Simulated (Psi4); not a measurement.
# InNH3 (SMILES [NH2][InH]) at USVWN5/def2-SVP (core potential)

What is the vertical doublet–quartet gap of InNH3 at USVWN5/def2-SVP (core potential)? 

The calculation is run with Psi4 1.11.

6 further runs of the same task are left out: 4 that didn't finish, 2 set aside as unsound or not needed.

### Step 1. The molecule

InNH3: 5 atoms, total charge 0, spin state doublet. SMILES: `[NH2][InH]`. The coordinates come from a PBE0-D4/def2-TZVP relaxation. This is one conformer, not always the lowest.

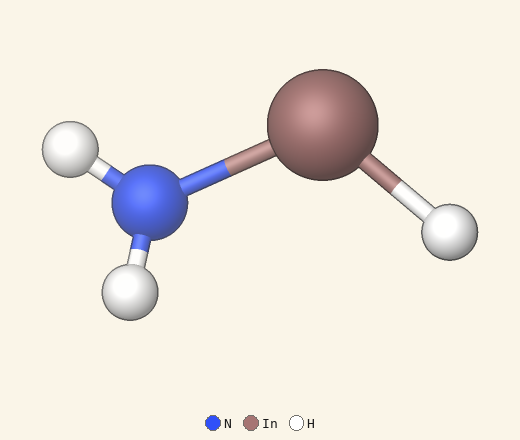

The structure, seen from a chosen angle (nitrogen blue, indium brown, hydrogen white).

### Step 2. Energy and forces at USVWN5/def2-SVP (core potential)

Input file job.py:

```python
import psi4

psi4.set_memory(1600000000)
psi4.set_num_threads(1)
psi4.set_output_file('output.dat', False)

molecule = psi4.geometry("""
0 2
N     -0.299400    -0.736500     0.264700
In     0.846600     0.946400     0.296000
H     -0.846800    -0.960800    -0.554700
H      0.017600    -1.585600     0.707600
H      0.331900     2.262600    -0.755100
symmetry c1
""")

psi4.set_options({
    'basis': 'def2-SVP',
    'reference': 'uks',
    'puream': True,
    'e_convergence': 1e-09,
    'd_convergence': 1e-08,
    'scf_type': 'pk',
    'dft_radial_points': 99,
    'dft_spherical_points': 590,
    'maxiter': 200,
})

energy_value, wavefunction = psi4.gradient("scf", dft_functional={"name": "SVWN5", "x_functionals": {"LDA_X": {}}, "c_functionals": {"LDA_C_VWN": {}}}, molecule=molecule, return_wfn=True)
psi4.oeprop(wavefunction, "DIPOLE", "WIBERG_LOWDIN_INDICES", "LOWDIN_CHARGES", title="SCF")
print('gradient / Eh bohr^-1')
print(energy_value.np.round(6))
print(f'energy = {wavefunction.energy():.10f} Eh')
```

Run with:

```
$ python job.py
```

output.dat (excerpt; [...] marks lines left out):

```text
[...]
    !!!  WARNING: ECP capability is in beta. Please check occupations closely.  !!!
[...]
  Running in c1 symmetry.
[...]
  Nuclear repulsion =   61.852746045763581
[...]
  Multiplicity = 2
[...]
  Nalpha       = 16
  Nbeta        = 15
[...]
    Number of basis functions: 55
[...]
   @UKS iter   1:  -245.34559180538020   -6.02769e-01   1.81167e-02 DIIS/ADIIS
[...]
   @UKS iter  13:  -245.81487255542245   -2.13163e-12   6.87980e-09 DIIS
[...]
   @S^2 Observed:                7.516659351E-01
[...]
    Orbital Energies [Eh]
    ---------------------
    Alpha Occupied:
       1A    -13.841561     2A     -4.453096     3A     -2.900567
       4A     -2.896036     5A     -2.892327     6A     -0.740314
       7A     -0.677492     8A     -0.673413     9A     -0.671377
      10A     -0.670749    11A     -0.660741    12A     -0.417548
      13A     -0.386268    14A     -0.284940    15A     -0.213356
      16A     -0.166809
    Alpha Virtual:
      17A     -0.074459    18A     -0.009713    19A      0.037403
      20A      0.081298    21A      0.103664    22A      0.129742
      23A      0.157135    24A      0.161194    25A      0.217034
[...]
  @UKS Final Energy:  -245.81487255542245
   => Energetics <=
    Nuclear Repulsion Energy =             61.8527460457635812
    One-Electron Energy =                -534.1205412426329531
    Two-Electron Energy =                 250.3256348315732112
    DFT Exchange-Correlation Energy =     -23.8727121901262933
    Empirical Dispersion Energy =           0.0000000000000000
    VV10 Nonlocal Energy =                  0.0000000000000000
    Total Energy =                       -245.8148725554224541
[...]
  -Total Gradient:
     Atom            X                  Y                   Z
    ------   -----------------  -----------------  -----------------
       1       -0.003680529198    -0.014367444819    -0.004142551848
       2       -0.000892112375     0.001979897267    -0.001435625305
       3        0.008430624470     0.002250036543     0.012269453313
       4       -0.004855806572     0.011814380819    -0.007901654318
       5        0.000996633623    -0.001680728591     0.001208837329
[...]
 Multipole Moments:
 ------------------------------------------------------------------------------------
     Multipole            Electronic (a.u.)      Nuclear  (a.u.)        Total (a.u.)
 ------------------------------------------------------------------------------------
 L = 1.  Multiply by 2.5417464519 to convert [e a0] to [Debye]
 Dipole X            :         12.4235633          -12.4139086            0.0096547
 Dipole Y            :         15.8415004          -16.3015989           -0.4600985
 Dipole Z            :          2.2030658           -2.3686144           -0.1655486
 Magnitude           :                                                    0.4890707
[...]
```

On the terminal:

```text
Memory set to   1.490 GiB by Python driver.
  Threads set to 1 by Python driver.
gradient / Eh bohr^-1
[[-0.003681 -0.014367 -0.004143]
 [-0.000892  0.00198  -0.001436]
 [ 0.008431  0.00225   0.012269]
 [-0.004856  0.011814 -0.007902]
 [ 0.000997 -0.001681  0.001209]]
energy = -245.8148725554 Eh
```

It took 6.3 s on 1 thread of Intel Xeon 6975P-C (Granite Rapids), shared host; peak memory 0.33 GiB.

### Step 3. The quartet

Input file input.in:

```
memory 1600 mb

molecule molecule1 {
  0 4
  N     -0.299400    -0.736500     0.264700
  In     0.846600     0.946400     0.296000
  H     -0.846800    -0.960800    -0.554700
  H      0.017600    -1.585600     0.707600
  H      0.331900     2.262600    -0.755100
  units angstrom
  symmetry c1
}

set basis def2-SVP
set reference uks
set puream true
set e_convergence 1e-09
set d_convergence 1e-08
set scf_type pk
set dft_radial_points 99
set dft_spherical_points 590
set maxiter 200

E, wfn = gradient('scf', dft_functional={"name": "SVWN5", "x_functionals": {"LDA_X": {}}, "c_functionals": {"LDA_C_VWN": {}}}, return_wfn=True)
```

Run with:

```
$ psi4 -n 1 input.in input.out
```

input.out (excerpt; [...] marks lines left out):

```text
[...]
    !!!  WARNING: ECP capability is in beta. Please check occupations closely.  !!!
[...]
  Running in c1 symmetry.
[...]
  Nuclear repulsion =   61.852746045763581
[...]
  Multiplicity = 4
[...]
  Nalpha       = 17
  Nbeta        = 14
[...]
    Number of basis functions: 55
[...]
   @UKS iter   1:  -245.22896898017393   -4.86146e-01   1.67610e-02 DIIS/ADIIS
[...]
   @UKS iter  15:  -245.65796890820508   -3.43903e-12   8.42260e-09 DIIS
[...]
   @S^2 Observed:                3.753337148E+00
[...]
  @UKS Final Energy:  -245.65796890820508
   => Energetics <=
    Nuclear Repulsion Energy =             61.8527460457635812
    One-Electron Energy =                -533.1708644921712903
    Two-Electron Energy =                 249.4802179299204852
    DFT Exchange-Correlation Energy =     -23.8200683917178608
    Empirical Dispersion Energy =           0.0000000000000000
    VV10 Nonlocal Energy =                  0.0000000000000000
    Total Energy =                       -245.6579689082050777
[...]
 Multipole Moments:
 ------------------------------------------------------------------------------------
     Multipole            Electronic (a.u.)      Nuclear  (a.u.)        Total (a.u.)
 ------------------------------------------------------------------------------------
 L = 1.  Multiply by 2.5417464519 to convert [e a0] to [Debye]
 Dipole X            :         11.4221297          -12.4139086           -0.9917788
 Dipole Y            :         14.8081973          -16.3015989           -1.4934016
 Dipole Z            :          2.1397146           -2.3686144           -0.2288998
 Magnitude           :                                                    1.8072821
[...]
  -Total Gradient:
     Atom            X                  Y                   Z
    ------   -----------------  -----------------  -----------------
       1        0.034440468987     0.017533723773    -0.005945297202
       2       -0.041313375311    -0.043581594861    -0.012606583655
       3        0.013104063150     0.007826243517     0.017895950372
       4       -0.010938245105     0.020156337130    -0.006859329375
       5        0.004705885119    -0.001938506234     0.007513709898
[...]
```

It took 6.9 s on 1 thread of Intel Xeon 6975P-C (Granite Rapids), shared host; peak memory 0.33 GiB.

### Step 4. Results

Level: USVWN5/def2-SVP (core potential).

```
                                        quantity          value
                           doublet: total energy  -245.81487 Eh
                          doublet: dipole moment         1.24 D
     doublet: HOMO energy (highest over α and β)       -4.54 eV
      doublet: LUMO energy (lowest over α and β)       -3.70 eV
                                   doublet: ⟨S²⟩          0.752
               doublet: largest force on an atom     0.792 eV/Å
                           quartet: total energy  -245.65797 Eh
                          quartet: dipole moment         4.59 D
     quartet: HOMO energy (highest over α and β)       -2.37 eV
                                   quartet: ⟨S²⟩          3.753
               quartet: largest force on an atom     3.155 eV/Å
vertical energy of the quartet above the doublet       4.270 eV
```

At this shape the quartet lies 4.27 eV (412 kJ/mol) above the doublet. The largest force (doublet) is 0.79 eV/Å: the shape isn't a stationary point for this species at this level.
